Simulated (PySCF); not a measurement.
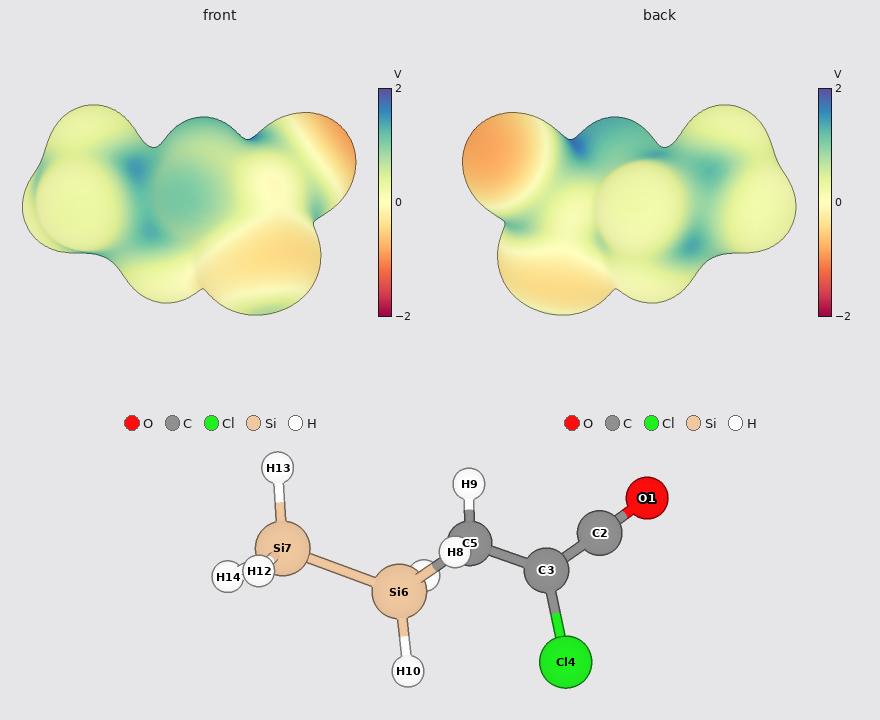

Figure. C3H7ClOSi2 (SMILES O=C=C(Cl)C[SiH2][SiH3]). The molecular electrostatic potential painted on the density surface at 0.002 e/bohr³, seen from the front and from behind; red is negative and blue positive. The bare structure is drawn below in the same view.

Geometry: GFN2-xTB.

All numbers below come from PySCF, CAM-B3LYP/def2-SVPD, SCF density, gas phase.

```xyz
14

O     4.1187    0.3470    0.0288
C     3.1032   -0.1272   -0.2974
C     1.9703   -0.6655   -0.6287
Cl    1.9165   -1.5017   -2.1685
C     0.6995   -0.5725    0.1492
Si   -0.6219    0.5149   -0.7295
Si   -2.5601    0.4834    0.5333
H     0.3135   -1.5809    0.3098
H     0.9320   -0.1558    1.1297
H    -0.7942   -0.0157   -2.0850
H     0.0003    1.8378   -0.8775
H    -3.1932   -0.8385    0.5580
H    -2.3348    0.8559    1.9335
H    -3.5505    1.4183   -0.0024
```

### Where is the surface potential most negative and most positive?

The most negative region (about −0.8 V) lies over O1, the most positive (about +1.6 V) over C2. Cl4 shows a σ-hole: about +0.7 V at the tip opposite its bond, against about −0.2 V on its flanks.

### How polar is the molecule by this calculation?

Its dipole moment is 1.92 D.
